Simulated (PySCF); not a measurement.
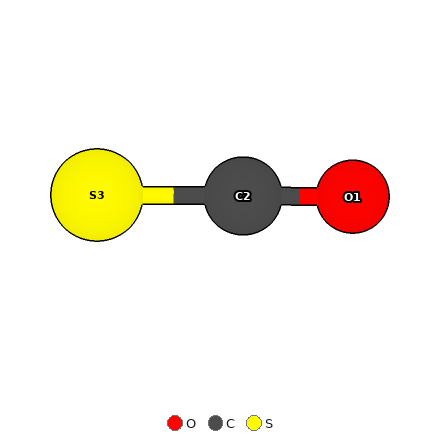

OCS (carbonyl sulfide), SMILES O=C=S. Vertical core-electron binding energies by ΔSCF (SCAN, pcX-2 on the ionised atom, pcseg-1 elsewhere, spin-free X2C; PySCF, at a GFN2-xTB geometry (no frequency check)), gas phase, against the vacuum level. One atom of each kind was ionised; within a panel, areas follow the number of like atoms and 2j + 1 (2p levels are split by first-order spin-orbit coupling, an approximation), each panel is scaled alone, Gaussians of 0.8 eV full width. Only the regions named are shown.

Q: Predict the S 2p and S 1s photoelectron lines.

A:
| level | atoms | binding energy (eV) |
| --- | --- | --- |
| S 2p1/2 | S3 | 172.1 |
| S 2p3/2 | S3 | 170.9 |
| S 1s | S3 | 2478.7 |

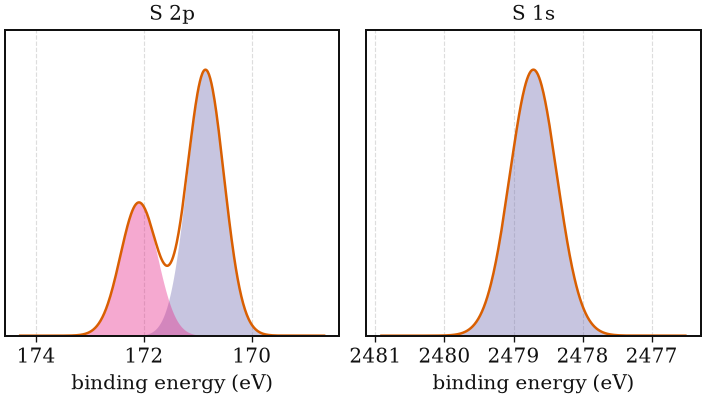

Note: the tight-binding geometry is rougher than a DFT one and adds to the error.
